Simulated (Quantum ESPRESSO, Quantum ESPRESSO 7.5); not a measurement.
**Ti(0001): thickness series by an ASE script**

How thick must a slab of Ti(0001) be?

Main program and level: Quantum ESPRESSO 7.5; plane-wave DFT, PBE, GBRV ultrasoft pseudopotentials.

**What experiment says.**

For Ti (polycrystalline sample, no single face), “Anisotropic work function of elemental crystals” (2019, arxiv:1902.07811) quotes earlier work: work function, loosely compared (polycrystalline sample, no single face) 4.33 eV.

### Step 1. The structure

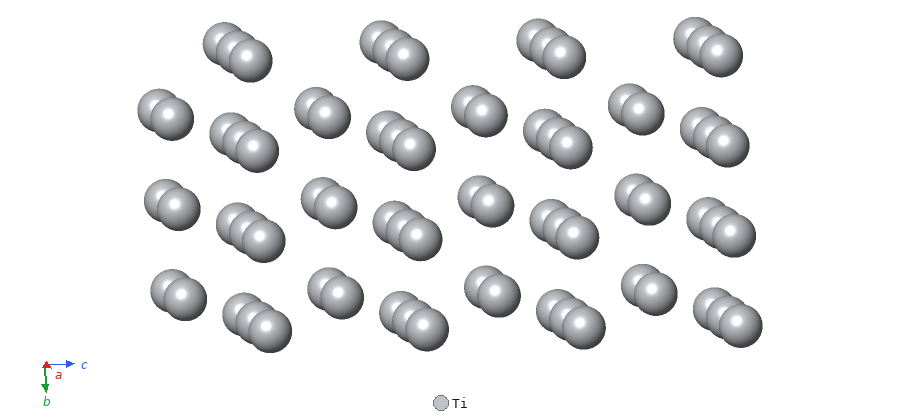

Start, viewed from the side, with the c axis across the page; titanium light grey. 2×3×1 cells are drawn. Some periodic images of atoms are drawn too.

The cell holds 8 atoms: 8 Ti. Its edges and angles: a = 2.950 Å, b = 2.950 Å, c = 31.396 Å, α = 90.0°, β = 90.0°, γ = 60.0°. It derives from Ti. Vacuum lies along c.

Structure file:

```
Ti
1.0
     2.95000    0.00000    0.00000
     1.47500    2.55477    0.00000
     0.00000    0.00000   31.39610
Ti
8
Direct
  0.66667 0.66667 0.23888
  0.00000 0.00000 0.31349
  0.66667 0.66667 0.38809
  0.00000 0.00000 0.46270
  0.66667 0.66667 0.53730
  0.00000 0.00000 0.61191
  0.66667 0.66667 0.68651
  0.00000 0.00000 0.76112
```

### Step 2. Running the series

ASE writes the inputs, starts pw.x and reads the results. Under ESM bc1 the zero of energy of a symmetric slab is the vacuum, so the work function is minus the Fermi level.

run.py

```python
import json
import numpy as np
from ase.build import hcp0001
from ase.calculators.espresso import Espresso, EspressoProfile

profile = EspressoProfile(command='mpirun -n 4 pw.x -nk 4', pseudo_dir='../pseudo')
pseudopotentials = {'Ti': 'ti_pbe_v1.4.uspp.F.UPF'}
system = {'ecutwfc': 40, 'ecutrho': 200, 'occupations': 'smearing', 'smearing': 'mv', 'degauss': 0.02}


def calculator(name, kpts, **extra):
    data = dict(control=dict(tprnfor=True, verbosity='high', disk_io='none'),
                system=system | extra,
                electrons=dict(conv_thr=1e-07, mixing_beta=0.4, mixing_mode='local-TF',
                               electron_maxstep=100))
    return Espresso(profile=profile, directory=name, pseudopotentials=pseudopotentials, kpts=kpts, input_data=data)


def centre(atoms):
    z = atoms.positions[:, 2]
    atoms.positions[:, 2] -= (z.max() + z.min()) / 2  # ESM wants the slab about z = 0
    return atoms


rows = []
for n in [2, 4, 6, 8]:
    slab = centre(hcp0001('Ti', size=(1, 1, n), a=2.95, c=4.6846, vacuum=7.5, periodic=True))
    slab.set_initial_magnetic_moments([0.0] * n)
    slab.calc = calculator(f'n{n}', (12, 12, 1), assume_isolated='esm', esm_bc='bc1')
    energy = slab.get_potential_energy()
    work = -slab.calc.get_fermi_level()
    force = slab.get_forces()[-1, 2]
    rows.append([n, energy, work, force])
    print(f'{n} layers: E = {energy:.5f} eV, work function {work:.3f} eV, force on the top atom {force:+.3f} eV/A')

n, energy = np.array(rows)[:, :2].T
slope, offset = np.polyfit(n[1:], energy[1:], 1)
area = np.linalg.norm(np.cross(*slab.cell[:2]))
gamma = offset / (2 * area) * 16.0218
print(f'bulk energy from the slope {slope:.5f} eV an atom; unrelaxed surface energy {gamma:.3f} J/m^2')
json.dump(dict(rows=rows, slope=slope, gamma=gamma), open('result.json', 'w'))
```

Run with:

```bash
$ OMP_NUM_THREADS=1 python run.py
```

The log of the run:

```text
2 layers: E = -3243.05816 eV, work function 4.463 eV, force on the top atom -1.037 eV/A
4 layers: E = -6487.98771 eV, work function 4.435 eV, force on the top atom -0.589 eV/A
6 layers: E = -9732.96399 eV, work function 4.430 eV, force on the top atom -0.585 eV/A
8 layers: E = -12977.93823 eV, work function 4.429 eV, force on the top atom -0.591 eV/A
bulk energy from the slope -1622.48763 eV an atom; unrelaxed surface energy 2.086 J/m^2
```

Elapsed: 5.6 min, on 4 MPI ranks of Arm Neoverse V2, shared host; peak memory 0.84 GiB.

The input that ASE wrote for the first run, and its log:

```
&CONTROL
   verbosity        = 'high'
   tprnfor          = .true.
   disk_io          = 'none'
   pseudo_dir       = '../pseudo'
/
&SYSTEM
   ecutwfc          = 40
   ecutrho          = 200
   occupations      = 'smearing'
   degauss          = 0.02
   smearing         = 'mv'
   assume_isolated  = 'esm'
   esm_bc           = 'bc1'
   ntyp             = 1
   nat              = 2
   ibrav            = 0
/
&ELECTRONS
   electron_maxstep = 100
   conv_thr         = 1e-07
   mixing_mode      = 'local-TF'
   mixing_beta      = 0.4
/
&IONS
/
&CELL
/
&FCP
/
&RISM
/
ATOMIC_SPECIES
Ti 47.867 ti_pbe_v1.4.uspp.F.UPF

K_POINTS automatic
12 12 1  0 0 0

CELL_PARAMETERS angstrom
2.95000000000000 0.00000000000000 0.00000000000000
1.47500000000000 2.55477494116409 0.00000000000000
0.00000000000000 0.00000000000000 17.34230000000000

ATOMIC_POSITIONS angstrom
Ti -0.0000000000 1.7031832941 -1.1711500000  
Ti 0.0000000000 0.0000000000 1.1711500000
```

```text
Program PWSCF v.7.5 starts
[citation notice left out]

     Parallel version (MPI & OpenMP), running on       4 processor cores
     Number of MPI processes:                 4
     Threads/MPI process:                     1

     MPI processes distributed on     1 nodes
[... 1 line left out ...]

Warning: card &CELL ignored
Warning: card &FCP ignored
Warning: card &RISM ignored

     Current dimensions of program PWSCF are:
     Max number of different atomic species (ntypx) = 10
     Max number of k-points (npk) =  40000
     Max angular momentum in pseudopotentials (lmaxx) =  4
     Message from routine setup:
     using ibrav=0 with symmetry is DISCOURAGED, use correct ibrav instead

     K-points division:     npool     =       4
     Subspace diagonalization in iterative solution of the eigenvalue problem:
     a serial algorithm will be used

     G-vector sticks info
     --------------------
     sticks:   dense  smooth     PW     G-vecs:    dense   smooth      PW
     Sum         433     349    109                42279    30203    5499

     Using Slab Decomposition

     bravais-lattice index     =            0
     lattice parameter (alat)  =       5.5747  a.u.
     unit-cell volume          =     882.0190 (a.u.)^3
     number of atoms/cell      =            2
     number of atomic types    =            1
     number of electrons       =        24.00
     number of Kohn-Sham states=           16
     kinetic-energy cutoff     =      40.0000  Ry
     charge density cutoff     =     200.0000  Ry
     scf convergence threshold =      1.0E-07
     mixing beta               =       0.4000
     number of iterations used =            8  local-TF  mixing
     Exchange-correlation=  SLA  PW   PBX  PBC
                           (   1   4   3   4   0   0   0)

     Effective Screening Medium Method
     =================================
     Boundary Conditions: Vacuum-Slab-Vacuum
     total charge in unit cell        =   0.0000
     grid points for fit at edges     =        4

[... 10 lines left out ...]
     PseudoPot. # 1 for Ti read from file:
     ../pseudo/ti_pbe_v1.4.uspp.F.UPF
     Pseudo is Ultrasoft + core correction, Zval = 12.0
     Generated by new atomic code, or converted to UPF format
     Using radial grid of  851 points,  6 beta functions with:
                l(1) =   0
                l(2) =   0
                l(3) =   1
                l(4) =   1
                l(5) =   2
                l(6) =   2
     Q(r) pseudized with  6 coefficients,  rinner =    1.000   1.000   1.000
                                                       1.000   1.000

     atomic species   valence    mass     pseudopotential
     Ti               12.00    47.86700     Ti( 1.00)

     12 Sym. Ops., with inversion, found ( 6 have fractional translation)

                                    s                        frac. trans.

      isym =  1     identity

[... 504 lines left out ...]

     total energy              =    -238.36038370 Ry
     estimated scf accuracy    <       0.00000241 Ry

     iteration # 22     ecut=    40.00 Ry     beta= 0.40
[... 1 line left out ...]

---- Real-time Memory Report at c_bands before calling an iterative solver
           102 MiB given to the printing process from OS
            75 MiB allocation reported by mallinfo(arena+hblkhd)
[... 1 line left out ...]
------------------
[... 1 line left out ...]

     negative rho (up, down):  4.632E-03 0.000E+00

[... 1 line left out ...]

     End of self-consistent calculation

          k = 0.0000 0.0000 0.0000 (  3797 PWs)   bands (ev):

   -61.4525 -61.3900 -37.8931 -37.5649 -37.4222 -37.4222 -37.3756 -37.3756
    -9.5812  -7.7092  -4.6659  -4.2494  -3.9491  -3.7327  -3.7326  -3.5857

     occupation numbers
     1.0000   1.0000   1.0000   1.0000   1.0000   1.0000   1.0000   1.0000
     1.0000   1.0000   0.9206   0.0607   0.0006   0.0000   0.0000   0.0000

[... 108 lines left out ...]

     the Fermi energy is    -4.4627 ev

!    total energy              =    -238.36039902 Ry
     estimated scf accuracy    <       0.00000005 Ry
     smearing contrib. (-TS)   =      -0.00256287 Ry
     internal energy E=F+TS    =    -238.35783616 Ry

     The total energy is F=E-TS. E is the sum of the following terms:
     one-electron contribution =     642.36871770 Ry
     hartree contribution      =    -329.08421163 Ry
     xc contribution           =     -35.88198110 Ry
     ewald contribution        =    -515.76036112 Ry

     convergence has been achieved in  22 iterations

     negative rho (up, down):  4.632E-03 0.000E+00

     Forces acting on atoms (cartesian axes, Ry/au):

     atom    1 type  1   force =    -0.00000000    0.00000000    0.04033054
     atom    2 type  1   force =     0.00000000   -0.00000000   -0.04033054
     The non-local contrib.  to forces
     atom    1 type  1   force =     0.00000000    0.00000000   -0.01638791
     atom    2 type  1   force =    -0.00000000   -0.00000000    0.01638791
     The ionic contribution  to forces
     atom    1 type  1   force =    -0.00000000    0.00000000  -66.61714470
     atom    2 type  1   force =     0.00000000   -0.00000000   66.61714470
     The local contribution  to forces
     atom    1 type  1   force =     0.00000000    0.00000000   66.68784336
     atom    2 type  1   force =     0.00000000   -0.00000000  -66.68794532
     The core correction contribution to forces
     atom    1 type  1   force =    -0.00000000   -0.00000000   -0.01342209
     atom    2 type  1   force =     0.00000000    0.00000000    0.01342209
     The Hubbard contrib.    to forces
     atom    1 type  1   force =     0.00000000    0.00000000    0.00000000
     atom    2 type  1   force =     0.00000000    0.00000000    0.00000000
     The SCF correction term to forces
     atom    1 type  1   force =    -0.00000003    0.00000001   -0.00060893
     atom    2 type  1   force =     0.00000000    0.00000001    0.00060927

     Total force =     0.057036     Total SCF correction =     0.000861
     Message from routine punch:
     Nothing written, as per user request (disk_io='none')

[... 1 line left out ...]

[... 1 line left out ...]

[... 1 line left out ...]

[... 3 lines left out ...]

[... 1 line left out ...]

[... 2 lines left out ...]

[... 1 line left out ...]

[... 1 line left out ...]

=------------------------------------------------------------------------------=
   JOB DONE.
=------------------------------------------------------------------------------=
```

Read from the output:

```
surface energy                     : 2.086 J/m²
work function of the thickest slab : 4.429 eV
```

Work function against layers:

```
layers  work function (eV)
  2.00                4.46
  4.00                4.43
  6.00                4.43
  8.00                4.43
```

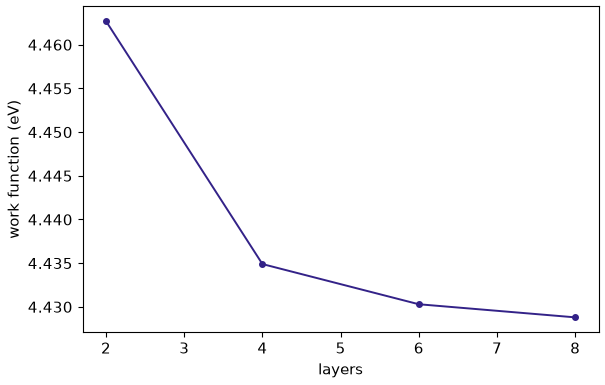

Work function, plotted against layers.

Table of force on the top atom along the normal by layers:

```
layers  force on the top atom along the normal (eV/Å)
  2.00                                          -1.04
  4.00                                         -0.589
  6.00                                         -0.585
  8.00                                         -0.591
```

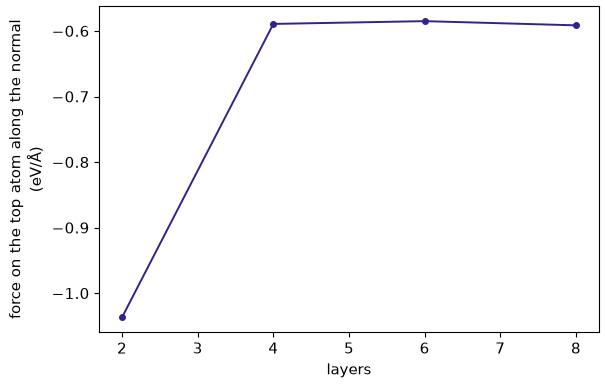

Force on the top atom along the normal, plotted against layers.

The energy less the bulk line's slope by layers:

```csv
layers,energy less the bulk line's slope (meV)
2.00,1917
4.00,1963
6.00,1962
8.00,1963
```

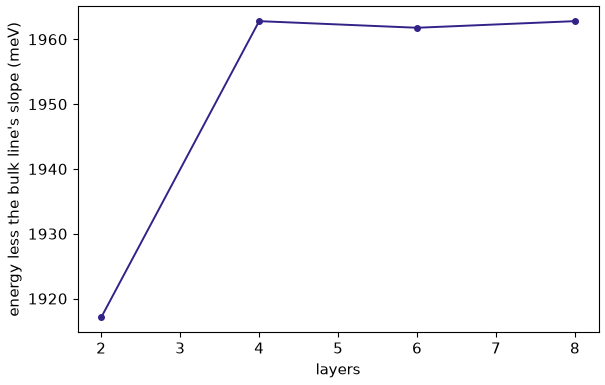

Energy less the bulk line's slope against layers.

### Step 3. The script: RPBE, GBRV ultrasoft

Level of this step: plane-wave DFT, RPBE, GBRV ultrasoft pseudopotentials made under PBE (Quantum ESPRESSO 7.5). input_dft overrides the functional of the files.

run.py is the input of step 2 with these lines changed:

```diff
@@ -7,3 +7,3 @@
 pseudopotentials = {'Ti': 'ti_pbe_v1.4.uspp.F.UPF'}
-system = {'ecutwfc': 40, 'ecutrho': 200, 'occupations': 'smearing', 'smearing': 'mv', 'degauss': 0.02}
+system = {'ecutwfc': 40, 'ecutrho': 200, 'input_dft': 'rpbe', 'occupations': 'smearing', 'smearing': 'mv', 'degauss': 0.02}
```

Run with:

```bash
$ OMP_NUM_THREADS=1 python run.py
```

The log of the run:

```text
2 layers: E = -3244.47713 eV, work function 4.361 eV, force on the top atom -0.883 eV/A
4 layers: E = -6490.68549 eV, work function 4.326 eV, force on the top atom -0.449 eV/A
6 layers: E = -9736.94086 eV, work function 4.325 eV, force on the top atom -0.432 eV/A
8 layers: E = -12983.19422 eV, work function 4.327 eV, force on the top atom -0.436 eV/A
bulk energy from the slope -1623.12718 eV an atom; unrelaxed surface energy 1.938 J/m^2
```

Run time: 5 min. Hardware: 4 MPI ranks; peak memory 0.84 GiB.

This step gave:

```
surface energy                     : 1.938 J/m²
work function of the thickest slab : 4.327 eV
```

The work function by layers:

| layers | work function (eV) |
| --- | --- |
| 2.00 | 4.36 |
| 4.00 | 4.33 |
| 6.00 | 4.33 |
| 8.00 | 4.33 |

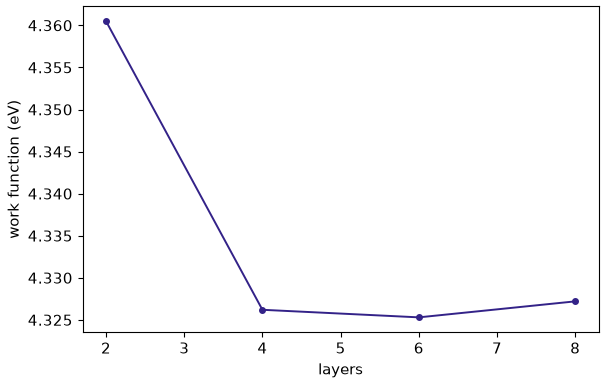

Work function against layers.

Force on the top atom along the normal against layers:

```
layers  force on the top atom along the normal (eV/Å)
  2.00                                         -0.883
  4.00                                         -0.449
  6.00                                         -0.432
  8.00                                         -0.436
```

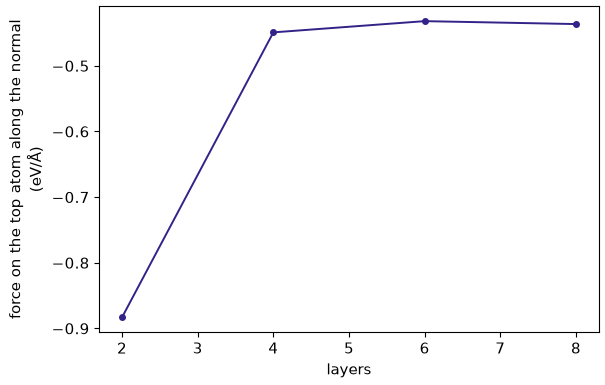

Force on the top atom along the normal against layers.

Table of energy less the bulk line's slope by layers:

```
layers  energy less the bulk line's slope (meV)
  2.00                                     1777
  4.00                                     1823
  6.00                                     1822
  8.00                                     1823
```

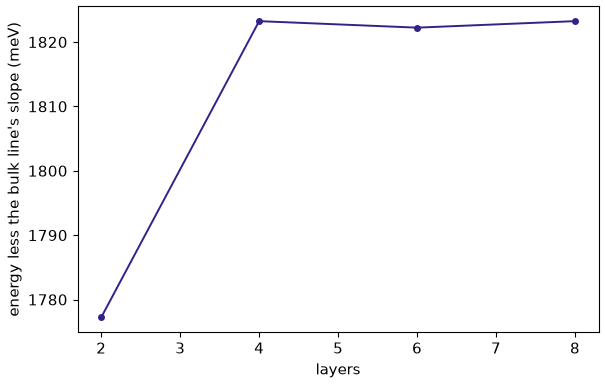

Energy less the bulk line's slope against layers.

### Step 4. By hand

γ = (E_N − N e_bulk)/(2A). The excess of the thickest slab is 1.963 eV and A = 7.537 Å²: 1.963/(2 × 7.537) × 16.02 = 2.09 J/m² (1 eV/Å² = 16.02 J/m²); the fit's intercept gives 2.09.

### Step 5. Outcome

```
work function of the thickest slab, PBE, GBRV ultrasoft                   : 4.43 eV
unrelaxed surface energy, PBE, GBRV ultrasoft                             : 2.09 J/m²
work function of the thickest slab, RPBE, GBRV ultrasoft (made under PBE) : 4.33 eV
unrelaxed surface energy, RPBE, GBRV ultrasoft (made under PBE)           : 1.94 J/m²
```

The thickest slab gives a work function of 4.43 eV and the series an unrelaxed surface energy of 2.09 J/m² (PBE, GBRV ultrasoft). The work function swings by 0.03 eV over 2 to 8 layers and by 0.00 eV over the last step; confined states crossing the Fermi level and the finite mesh both contribute. From 2 layers on it stays within 0.1 eV. The force on the top atom of the thickest slab points inwards (0.59 eV/Å). Experiment, extrapolated from the liquid and averaged over faces, gives a surface energy of 1.99 J/m² (arxiv:0801.1077, 2008); the value here lies within 10 % of it. The slabs are cut from the bulk at the tabulated lattice constant and not relaxed; the surface energy comes from a straight line through the energies of all but the thinnest slab.

Comparison with the measured values:

| quantity | measured | PBE, GBRV | RPBE, GBRV (made under PBE) |
| --- | --- | --- | --- |
| work function, loosely compared (polycrystalline sample, no single face) (eV) | 4.33 | 4.43 (+0.10 eV) | 4.33 (-0.00 eV) |

Measured values from arxiv:1902.07811 (2019).

Verdict: A polycrystal averages over faces, so this is a loose comparison.

[Logs are printed without paths, hosts, clocks, repeated set-up lines and the standing remarks that a program may print on its own settings, such as how far it seeks lower states.]

[Hosts, paths, dates, database ids (printed as entryN), source tags and the programs' standing remarks are cut or masked in the printed files.]

[Maps of the electrostatic potential energy from Ansatz leave out the sawtooth potential of an applied field or a dipole correction, so their vacuum need not be flat; planar profiles and work functions include it.]
